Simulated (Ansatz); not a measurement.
# C4H13NSi: molecular dynamics (part 1 of 3)

- system: C4H13NSi
- method: RHF/cc-pVDZ (Ansatz 0.2.0)

It belongs to a series of runs on one base structure; here: dynamics from the highest image of the converged band. Figures and captions count atoms from 1; the log counts them from 0 in places.

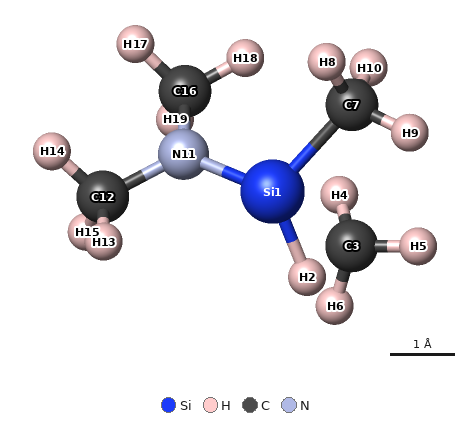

The starting structure (ball-and-stick view, seen at a tilt; atoms are numbered from 1 in the order of the input).

**Input**
```yaml
crystal:
  periodic: [false, false, false]
  atoms:
    - { symbol: Si, position_ang: [-0.516363, 0.09897, 0.410552] }
    - { symbol: H, position_ang: [0.669622, 0.037414, 1.340706] }
    - { symbol: C, position_ang: [1.730791, -0.013398, 0.213505] }
    - { symbol: H, position_ang: [1.730715, -0.397829, -0.808542] }
    - { symbol: H, position_ang: [2.157149, 0.989621, 0.245165] }
    - { symbol: H, position_ang: [2.310149, -0.689929, 0.843606] }
    - { symbol: C, position_ang: [-0.629229, 1.591107, -0.750766] }
    - { symbol: H, position_ang: [-1.678795, 1.836315, -0.931975] }
    - { symbol: H, position_ang: [-0.164297, 2.456133, -0.272238] }
    - { symbol: H, position_ang: [-0.143726, 1.43226, -1.717239] }
    - { symbol: "N", position_ang: [-1.049297, -1.373099, -0.350239] }
    - { symbol: C, position_ang: [-1.571989, -2.47683, 0.428512] }
    - { symbol: H, position_ang: [-1.804681, -2.152541, 1.442329] }
    - { symbol: H, position_ang: [-2.491929, -2.868893, -0.020439] }
    - { symbol: H, position_ang: [-0.858779, -3.308877, 0.496398] }
    - { symbol: C, position_ang: [-0.774969, -1.731756, -1.724708] }
    - { symbol: H, position_ang: [-1.676651, -2.116363, -2.214169] }
    - { symbol: H, position_ang: [-0.437042, -0.868301, -2.296806] }
    - { symbol: H, position_ang: [-0.002078, -2.508002, -1.802053] }
basis:
  gaussian: { orbitals: cc-pVDZ }
hamiltonian:
  xc: hf
md:
  timestep: 0.5
  n_steps: 200
  ensemble: nve
  temperature: 100.0
  initial_velocities: maxwell_boltzmann
  seed: 10532
```

Machine: 4 threads of Arm Neoverse V2, 24 GiB of memory available, shared host.

Command:
```bash
ansatz run input.yaml --threads 4 --pin off --max-ram 5120MiB --backend cpu --events-out ev --progress --plain --runs-dir out
```

**The program's output**
```
Engine: ansatz 0.2.0, aarch64-unknown-linux-gnu
Functional definition: HF
  exchange = exact_x
  correlation = 0
1651 factors; integrals over basis functions are off by at most 4.1e-4 eV
mean field evaluation 1: about -13664.0852 eV, gradient 3.7e1 eV
mean field evaluation 2: about -13664.3038 eV, gradient 3.7e1 eV
mean field evaluation 4: about -13668.4191 eV, gradient 4.7e0 eV
mean field evaluation 8: about -13668.5043 eV, gradient 1.1e-1 eV
mean field -13668.50439900 eV, -502.3082718181 hartree, gradient 1.4e-5 eV, S^2 0.000000; 0 other end points of the search recorded, 0 dependent functions left out
the calculation of the forces begins
reference -13668.50439900 eV, -502.3082718181 hartree; 29, 29 occupied and 124, 124 virtual orbitals, 1651 factors
md step     0: t =     0.00 fs  T =   100.0 K  F+E_penalty+E_count = -13668.50439900 eV  E_kin = 0.219742 eV  conserved = -13668.28465700 eV  (36 SCF iters)
these checks for a lower state are left out or cut short: starts, cluster_reference, orbital_swaps, neighbouring_geometries, increment
1651 factors; integrals over basis functions are off by at most 4.2e-4 eV
mean field evaluation 16: about -13668.4978 eV, gradient 8.3e-4 eV
mean field -13668.49780974 eV, -502.3080296675 hartree, gradient 2.0e-5 eV, S^2 0.000000; 0 other end points of the search recorded, 0 dependent functions left out
the calculation of the forces begins
reference -13668.49780974 eV, -502.3080296675 hartree; 29, 29 occupied and 124, 124 virtual orbitals, 1651 factors
md step     1: t =     0.50 fs  T =    97.1 K  F+E_penalty+E_count = -13668.49780974 eV  E_kin = 0.213295 eV  conserved = -13668.28451504 eV  (36 SCF iters)
[... from here on the SCF iterations and repeated set-up lines of each step are left out, up to the last step ...]
md step     2: t =     1.00 fs  T =    89.2 K  F+E_penalty+E_count = -13668.48014391 eV  E_kin = 0.195969 eV  conserved = -13668.28417514 eV  (28 SCF iters)
md step     3: t =     1.50 fs  T =    78.7 K  F+E_penalty+E_count = -13668.45666631 eV  E_kin = 0.172912 eV  conserved = -13668.28375403 eV  (27 SCF iters)
md step     4: t =     2.00 fs  T =    68.5 K  F+E_penalty+E_count = -13668.43393763 eV  E_kin = 0.150548 eV  conserved = -13668.28338970 eV  (27 SCF iters)
md step     5: t =     2.50 fs  T =    61.2 K  F+E_penalty+E_count = -13668.41765221 eV  E_kin = 0.134457 eV  conserved = -13668.28319521 eV  (28 SCF iters)
md step     6: t =     3.00 fs  T =    58.1 K  F+E_penalty+E_count = -13668.41086111 eV  E_kin = 0.127639 eV  conserved = -13668.28322217 eV  (28 SCF iters)
md step     7: t =     3.50 fs  T =    59.0 K  F+E_penalty+E_count = -13668.41315900 eV  E_kin = 0.129714 eV  conserved = -13668.28344543 eV  (28 SCF iters)
md step     8: t =     4.00 fs  T =    62.5 K  F+E_penalty+E_count = -13668.42106621 eV  E_kin = 0.137290 eV  conserved = -13668.28377655 eV  (28 SCF iters)
md step     9: t =     4.50 fs  T =    66.1 K  F+E_penalty+E_count = -13668.42941114 eV  E_kin = 0.145315 eV  conserved = -13668.28409610 eV  (28 SCF iters)
md step    10: t =     5.00 fs  T =    67.8 K  F+E_penalty+E_count = -13668.43321029 eV  E_kin = 0.148919 eV  conserved = -13668.28429143 eV  (28 SCF iters)
md step    11: t =     5.50 fs  T =    66.1 K  F+E_penalty+E_count = -13668.42944464 eV  E_kin = 0.145155 eV  conserved = -13668.28428993 eV  (28 SCF iters)
md step    12: t =     6.00 fs  T =    61.0 K  F+E_penalty+E_count = -13668.41820098 eV  E_kin = 0.134120 eV  conserved = -13668.28408098 eV  (29 SCF iters)
md step    13: t =     6.50 fs  T =    54.2 K  F+E_penalty+E_count = -13668.40281510 eV  E_kin = 0.119089 eV  conserved = -13668.28372639 eV  (29 SCF iters)
md step    14: t =     7.00 fs  T =    48.0 K  F+E_penalty+E_count = -13668.38888088 eV  E_kin = 0.105534 eV  conserved = -13668.28334690 eV  (29 SCF iters)
md step    15: t =     7.50 fs  T =    45.2 K  F+E_penalty+E_count = -13668.38234622 eV  E_kin = 0.099263 eV  conserved = -13668.28308328 eV  (29 SCF iters)
md step    16: t =     8.00 fs  T =    47.5 K  F+E_penalty+E_count = -13668.38732808 eV  E_kin = 0.104290 eV  conserved = -13668.28303771 eV  (29 SCF iters)
md step    17: t =     8.50 fs  T =    55.2 K  F+E_penalty+E_count = -13668.40455098 eV  E_kin = 0.121329 eV  conserved = -13668.28322218 eV  (28 SCF iters)
md step    18: t =     9.00 fs  T =    67.2 K  F+E_penalty+E_count = -13668.43116735 eV  E_kin = 0.147617 eV  conserved = -13668.28355003 eV  (28 SCF iters)
md step    19: t =     9.50 fs  T =    81.1 K  F+E_penalty+E_count = -13668.46210112 eV  E_kin = 0.178228 eV  conserved = -13668.28387310 eV  (36 SCF iters)
md step    20: t =    10.00 fs  T =    94.8 K  F+E_penalty+E_count = -13668.49234296 eV  E_kin = 0.208297 eV  conserved = -13668.28404582 eV  (36 SCF iters)
md step    21: t =    10.50 fs  T =   107.1 K  F+E_penalty+E_count = -13668.51922575 eV  E_kin = 0.235246 eV  conserved = -13668.28397991 eV  (36 SCF iters)
md step    22: t =    11.00 fs  T =   118.4 K  F+E_penalty+E_count = -13668.54382322 eV  E_kin = 0.260152 eV  conserved = -13668.28367094 eV  (36 SCF iters)
md step    23: t =    11.50 fs  T =   131.0 K  F+E_penalty+E_count = -13668.57104979 eV  E_kin = 0.287857 eV  conserved = -13668.28319261 eV  (38 SCF iters)
md step    24: t =    12.00 fs  T =   148.3 K  F+E_penalty+E_count = -13668.60853211 eV  E_kin = 0.325863 eV  conserved = -13668.28266888 eV  (36 SCF iters)
md step    25: t =    12.50 fs  T =   174.0 K  F+E_penalty+E_count = -13668.66468895 eV  E_kin = 0.382456 eV  conserved = -13668.28223327 eV  (36 SCF iters)
md step    26: t =    13.00 fs  T =   211.5 K  F+E_penalty+E_count = -13668.74665831 eV  E_kin = 0.464670 eV  conserved = -13668.28198848 eV  (34 SCF iters)
md step    27: t =    13.50 fs  T =   262.5 K  F+E_penalty+E_count = -13668.85870979 eV  E_kin = 0.576731 eV  conserved = -13668.28197914 eV  (34 SCF iters)
md step    28: t =    14.00 fs  T =   327.4 K  F+E_penalty+E_count = -13669.00157011 eV  E_kin = 0.719382 eV  conserved = -13668.28218791 eV  (34 SCF iters)
md step    29: t =    14.50 fs  T =   405.1 K  F+E_penalty+E_count = -13669.17272723 eV  E_kin = 0.890173 eV  conserved = -13668.28255424 eV  (34 SCF iters)
md step    30: t =    15.00 fs  T =   493.5 K  F+E_penalty+E_count = -13669.36742479 eV  E_kin = 1.084420 eV  conserved = -13668.28300432 eV  (34 SCF iters)
md step    31: t =    15.50 fs  T =   590.0 K  F+E_penalty+E_count = -13669.57987365 eV  E_kin = 1.296395 eV  conserved = -13668.28347821 eV  (32 SCF iters)
md step    32: t =    16.00 fs  T =   691.9 K  F+E_penalty+E_count = -13669.80423809 eV  E_kin = 1.520292 eV  conserved = -13668.28394560 eV  (32 SCF iters)
md step    33: t =    16.50 fs  T =   796.7 K  F+E_penalty+E_count = -13670.03512102 eV  E_kin = 1.750712 eV  conserved = -13668.28440948 eV  (32 SCF iters)
md step    34: t =    17.00 fs  T =   902.2 K  F+E_penalty+E_count = -13670.26746381 eV  E_kin = 1.982563 eV  conserved = -13668.28490059 eV  (32 SCF iters)
md step    35: t =    17.50 fs  T =  1005.9 K  F+E_penalty+E_count = -13670.49595170 eV  E_kin = 2.210490 eV  conserved = -13668.28546145 eV  (32 SCF iters)
md step    36: t =    18.00 fs  T =  1105.0 K  F+E_penalty+E_count = -13670.71420750 eV  E_kin = 2.428090 eV  conserved = -13668.28611787 eV  (32 SCF iters)
md step    37: t =    18.50 fs  T =  1195.7 K  F+E_penalty+E_count = -13670.91424855 eV  E_kin = 2.627402 eV  conserved = -13668.28684693 eV  (32 SCF iters)
md step    38: t =    19.00 fs  T =  1273.8 K  F+E_penalty+E_count = -13671.08671861 eV  E_kin = 2.799157 eV  conserved = -13668.28756210 eV  (32 SCF iters)
md step    39: t =    19.50 fs  T =  1335.2 K  F+E_penalty+E_count = -13671.22213184 eV  E_kin = 2.933999 eV  conserved = -13668.28813255 eV  (31 SCF iters)
md step    40: t =    20.00 fs  T =  1376.3 K  F+E_penalty+E_count = -13671.31284719 eV  E_kin = 3.024419 eV  conserved = -13668.28842864 eV  (32 SCF iters)
md step    41: t =    20.50 fs  T =  1395.6 K  F+E_penalty+E_count = -13671.35506539 eV  E_kin = 3.066691 eV  conserved = -13668.28837409 eV  (32 SCF iters)
md step    42: t =    21.00 fs  T =  1393.5 K  F+E_penalty+E_count = -13671.35006448 eV  E_kin = 3.062091 eV  conserved = -13668.28797391 eV  (32 SCF iters)
md step    43: t =    21.50 fs  T =  1372.9 K  F+E_penalty+E_count = -13671.30420552 eV  E_kin = 3.016891 eV  conserved = -13668.28731421 eV  (32 SCF iters)
md step    44: t =    22.00 fs  T =  1338.5 K  F+E_penalty+E_count = -13671.22767914 eV  E_kin = 2.941141 eV  conserved = -13668.28653820 eV  (32 SCF iters)
md step    45: t =    22.50 fs  T =  1295.4 K  F+E_penalty+E_count = -13671.13234690 eV  E_kin = 2.846540 eV  conserved = -13668.28580681 eV  (32 SCF iters)
md step    46: t =    23.00 fs  T =  1248.7 K  F+E_penalty+E_count = -13671.02928031 eV  E_kin = 2.744024 eV  conserved = -13668.28525666 eV  (32 SCF iters)
md step    47: t =    23.50 fs  T =  1202.2 K  F+E_penalty+E_count = -13670.92668335 eV  E_kin = 2.641724 eV  conserved = -13668.28495975 eV  (34 SCF iters)
md step    48: t =    24.00 fs  T =  1157.7 K  F+E_penalty+E_count = -13670.82879559 eV  E_kin = 2.543888 eV  conserved = -13668.28490725 eV  (32 SCF iters)
md step    49: t =    24.50 fs  T =  1115.4 K  F+E_penalty+E_count = -13670.73604711 eV  E_kin = 2.451028 eV  conserved = -13668.28501870 eV  (32 SCF iters)
md step    50: t =    25.00 fs  T =  1074.5 K  F+E_penalty+E_count = -13670.64632757 eV  E_kin = 2.361152 eV  conserved = -13668.28517587 eV  (32 SCF iters)
md step    51: t =    25.50 fs  T =  1033.8 K  F+E_penalty+E_count = -13670.55686989 eV  E_kin = 2.271610 eV  conserved = -13668.28525996 eV  (32 SCF iters)
md step    52: t =    26.00 fs  T =   992.5 K  F+E_penalty+E_count = -13670.46612381 eV  E_kin = 2.180934 eV  conserved = -13668.28518999 eV  (32 SCF iters)
md step    53: t =    26.50 fs  T =   951.2 K  F+E_penalty+E_count = -13670.37503373 eV  E_kin = 2.090087 eV  conserved = -13668.28494714 eV  (32 SCF iters)
md step    54: t =    27.00 fs  T =   911.4 K  F+E_penalty+E_count = -13670.28732792 eV  E_kin = 2.002744 eV  conserved = -13668.28458374 eV  (32 SCF iters)
md step    55: t =    27.50 fs  T =   875.8 K  F+E_penalty+E_count = -13670.20867879 eV  E_kin = 1.924466 eV  conserved = -13668.28421242 eV  (32 SCF iters)
md step    56: t =    28.00 fs  T =   846.9 K  F+E_penalty+E_count = -13670.14492489 eV  E_kin = 1.860954 eV  conserved = -13668.28397070 eV  (33 SCF iters)
md step    57: t =    28.50 fs  T =   826.4 K  F+E_penalty+E_count = -13670.09992291 eV  E_kin = 1.815953 eV  conserved = -13668.28396945 eV  (32 SCF iters)
md step    58: t =    29.00 fs  T =   814.4 K  F+E_penalty+E_count = -13670.07384124 eV  E_kin = 1.789596 eV  conserved = -13668.28424491 eV  (32 SCF iters)
md step    59: t =    29.50 fs  T =   809.1 K  F+E_penalty+E_count = -13670.06261594 eV  E_kin = 1.777871 eV  conserved = -13668.28474475 eV  (32 SCF iters)
md step    60: t =    30.00 fs  T =   807.1 K  F+E_penalty+E_count = -13670.05879219 eV  E_kin = 1.773438 eV  conserved = -13668.28535438 eV  (32 SCF iters)
md step    61: t =    30.50 fs  T =   804.3 K  F+E_penalty+E_count = -13670.05334259 eV  E_kin = 1.767392 eV  conserved = -13668.28595022 eV  (32 SCF iters)
md step    62: t =    31.00 fs  T =   796.9 K  F+E_penalty+E_count = -13670.03764642 eV  E_kin = 1.751194 eV  conserved = -13668.28645250 eV  (32 SCF iters)
md step    63: t =    31.50 fs  T =   781.8 K  F+E_penalty+E_count = -13670.00485220 eV  E_kin = 1.718008 eV  conserved = -13668.28684373 eV  (32 SCF iters)
md step    64: t =    32.00 fs  T =   756.9 K  F+E_penalty+E_count = -13669.95031752 eV  E_kin = 1.663171 eV  conserved = -13668.28714606 eV  (32 SCF iters)
md step    65: t =    32.50 fs  T =   720.9 K  F+E_penalty+E_count = -13669.87146466 eV  E_kin = 1.584109 eV  conserved = -13668.28735579 eV  (32 SCF iters)
md step    66: t =    33.00 fs  T =   673.8 K  F+E_penalty+E_count = -13669.76799728 eV  E_kin = 1.480629 eV  conserved = -13668.28736779 eV  (32 SCF iters)
md step    67: t =    33.50 fs  T =   617.4 K  F+E_penalty+E_count = -13669.64360426 eV  E_kin = 1.356681 eV  conserved = -13668.28692288 eV  (32 SCF iters)
md step    68: t =    34.00 fs  T =   557.0 K  F+E_penalty+E_count = -13669.50969774 eV  E_kin = 1.224007 eV  conserved = -13668.28569077 eV  (32 SCF iters)
md step    69: t =    34.50 fs  T =   503.4 K  F+E_penalty+E_count = -13669.38977033 eV  E_kin = 1.106220 eV  conserved = -13668.28355050 eV  (33 SCF iters)
md step    70: t =    35.00 fs  T =   472.9 K  F+E_penalty+E_count = -13669.32007054 eV  E_kin = 1.039063 eV  conserved = -13668.28100745 eV  (31 SCF iters)
md step    71: t =    35.50 fs  T =   483.1 K  F+E_penalty+E_count = -13669.34093487 eV  E_kin = 1.061626 eV  conserved = -13668.27930929 eV  (31 SCF iters)
md step    72: t =    36.00 fs  T =   545.3 K  F+E_penalty+E_count = -13669.47808166 eV  E_kin = 1.198332 eV  conserved = -13668.27974918 eV  (31 SCF iters)
md step    73: t =    36.50 fs  T =   656.2 K  F+E_penalty+E_count = -13669.72440501 eV  E_kin = 1.441902 eV  conserved = -13668.28250284 eV  (32 SCF iters)
md step    74: t =    37.00 fs  T =   797.2 K  F+E_penalty+E_count = -13670.03811160 eV  E_kin = 1.751790 eV  conserved = -13668.28632111 eV  (32 SCF iters)
md step    75: t =    37.50 fs  T =   942.6 K  F+E_penalty+E_count = -13670.36087172 eV  E_kin = 2.071331 eV  conserved = -13668.28954069 eV  (32 SCF iters)
md step    76: t =    38.00 fs  T =  1069.8 K  F+E_penalty+E_count = -13670.64198462 eV  E_kin = 2.350754 eV  conserved = -13668.29123107 eV  (31 SCF iters)
md step    77: t =    38.50 fs  T =  1165.5 K  F+E_penalty+E_count = -13670.85250132 eV  E_kin = 2.561063 eV  conserved = -13668.29143825 eV  (31 SCF iters)
md step    78: t =    39.00 fs  T =  1226.3 K  F+E_penalty+E_count = -13670.98533371 eV  E_kin = 2.694599 eV  conserved = -13668.29073491 eV  (32 SCF iters)
md step    79: t =    39.50 fs  T =  1254.9 K  F+E_penalty+E_count = -13671.04735892 eV  E_kin = 2.757643 eV  conserved = -13668.28971599 eV  (31 SCF iters)
md step    80: t =    40.00 fs  T =  1257.0 K  F+E_penalty+E_count = -13671.05081058 eV  E_kin = 2.762065 eV  conserved = -13668.28874546 eV  (31 SCF iters)
md step    81: t =    40.50 fs  T =  1237.8 K  F+E_penalty+E_count = -13671.00783996 eV  E_kin = 2.719901 eV  conserved = -13668.28793907 eV  (31 SCF iters)
md step    82: t =    41.00 fs  T =  1202.1 K  F+E_penalty+E_count = -13670.92869189 eV  E_kin = 2.641434 eV  conserved = -13668.28725830 eV  (31 SCF iters)
md step    83: t =    41.50 fs  T =  1153.9 K  F+E_penalty+E_count = -13670.82218907 eV  E_kin = 2.535570 eV  conserved = -13668.28661870 eV  (31 SCF iters)
md step    84: t =    42.00 fs  T =  1097.2 K  F+E_penalty+E_count = -13670.69692034 eV  E_kin = 2.410953 eV  conserved = -13668.28596710 eV  (31 SCF iters)
md step    85: t =    42.50 fs  T =  1036.1 K  F+E_penalty+E_count = -13670.56198223 eV  E_kin = 2.276672 eV  conserved = -13668.28531002 eV  (31 SCF iters)
md step    86: t =    43.00 fs  T =   974.8 K  F+E_penalty+E_count = -13670.42681051 eV  E_kin = 2.142105 eV  conserved = -13668.28470596 eV  (32 SCF iters)
md step    87: t =    43.50 fs  T =   917.4 K  F+E_penalty+E_count = -13670.30022021 eV  E_kin = 2.015987 eV  conserved = -13668.28423294 eV  (31 SCF iters)
md step    88: t =    44.00 fs  T =   867.0 K  F+E_penalty+E_count = -13670.18914641 eV  E_kin = 1.905196 eV  conserved = -13668.28395083 eV  (31 SCF iters)
```
